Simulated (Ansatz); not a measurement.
# InBrCl2 + H2: a complex and its separated parts

Aim: how far the complex at one end of a reaction step lies below its separated, relaxed parts, level by level.

The runs use Ansatz 0.2.0, Gaussian basis; PBE0-D4/def2-TZVP structures, single points in def2-TZVPP, no counterpoise correction.

Levels: SPW92, PBE-D4, BLYP-D4, r2SCAN-D4, B97M-V, PBE0-D4, B3LYP-D4, r2SCAN0-D4, BHLYP-D4, CAM-B3LYP-D4, wB97X-V, wB97M-V, B2PLYP, PBE-QIDH, RPA on PBE, Hartree-Fock, MP2, CCSD, CCSD(T).

Cores are frozen in the correlated methods. Filled d shells of the heavier atoms are correlated. Core potentials replace the inner electrons past krypton, and spin-orbit coupling is left out. B3LYP uses VWN-RPA correlation. B2PLYP carries no dispersion term here.

88 further runs of the same task are left out: 88 set aside as unsound or not needed. Runs told in other sessions of the task aren't counted.

### 1 The system as given

The complex: 6 atoms, charge 0, spin multiplicity 1.

Atoms are counted from 1 here; the program's logs count them from 0.

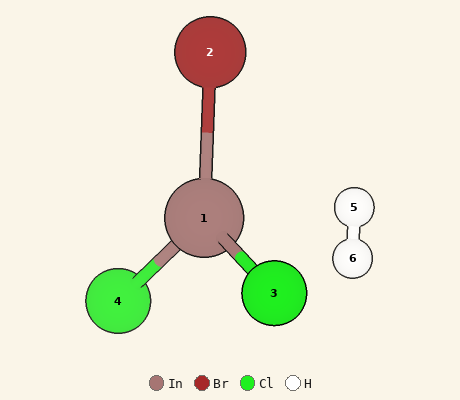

The starting geometry (indium brown, bromine red, chlorine green, hydrogen white); atoms are numbered from 1 in the order of the file.

Geometry (Å):

```mol
BrCl2H2In
  3D, bonds by distance, orders not assigned

  6  4  0  0  0  0  0  0  0  0999 V2000
   -0.4679   -0.6996   -0.2051 In  0  0
    0.2083   -1.7612    1.8795 Br  0  0
    0.7292   -1.0463   -2.1373 Cl  0  0
   -2.4125    0.5220   -0.3195 Cl  0  0
    1.0750    1.3277    0.7126 H   0  0
    0.8678    1.6574    0.0699 H   0  0
  1  2  8  0
  1  3  8  0
  1  4  8  0
  5  6  8  0
M  END
```

Its parts: InBrCl2 holds atoms 1, 2, 3, 4; H2 holds atoms 5, 6. Each part counts its atoms afresh in its own runs.

### 2 Relaxing InBrCl2 alone

File relax-a/in.yaml:

```yaml
crystal:
  periodic: [false, false, false]
  atoms:
    - {symbol: In, position_ang: [-0.467863, -0.699557, -0.205071]}
    - {symbol: Br, position_ang: [0.208334, -1.761228, 1.879489]}
    - {symbol: Cl, position_ang: [0.729242, -1.046258, -2.137348]}
    - {symbol: Cl, position_ang: [-2.412505, 0.522011, -0.319494]}
basis:
  gaussian: {orbitals: def2-TZVP}
hamiltonian: {xc: pbe0, dispersion: d4}
relax: {f_tol: 0.005, max_steps: 200}
```

The run is started by

```bash
$ ansatz run in.yaml --threads 8 --pin off --events-out ev --progress --plain --max-ram 19148MiB
```

After this run come: Relaxing H2 alone; SPW92/def2-TZVPP; PBE-D4/def2-TZVPP; BLYP-D4/def2-TZVPP; r2SCAN-D4/def2-TZVPP; B97M-V/def2-TZVPP; PBE0-D4/def2-TZVPP; B3LYP-D4/def2-TZVPP; r2SCAN0-D4/def2-TZVPP; BHLYP-D4/def2-TZVPP; CAM-B3LYP-D4/def2-TZVPP; wB97X-V/def2-TZVPP; wB97M-V/def2-TZVPP; B2PLYP/def2-TZVPP; PBE-QIDH/def2-TZVPP; RPA on PBE/def2-TZVPP; CCSD(T)/def2-TZVPP; Vibrations of InBrCl2; Vibrations of H2.

**Question.** What will these runs give? Wanted: complex less parts, CCSD(T)/def2-TZVPP; with zero-point energy; largest T1 diagnostic.

The runs gave:

```
                              quantity      value
complex less parts, CCSD(T)/def2-TZVPP  -0.077 eV
                with zero-point energy  -0.020 eV
                 largest T1 diagnostic      0.011
```

In words: At CCSD(T) the complex lies 0.077 eV below its parts. Among the functionals PBE-QIDH lands nearest to CCSD(T) (-0.001 eV) and SPW92 farthest (-0.093 eV). By rung, the mean size of the error is: LDA 0.093, GGA 0.019, meta-GGA 0.011, hybrid 0.015, range-separated hybrid 0.014, double hybrid 0.019 eV. The double hybrids carry no dispersion term here, unlike the levels marked D4 or V. PBE-D4 gives a relative energy 0.007 eV too low, an error of 9 % of the reference. No counterpoise was applied, and triple zeta lacks some correlation, so the CCSD(T) reference has a basis error of its own, and close matches with it are partly luck.
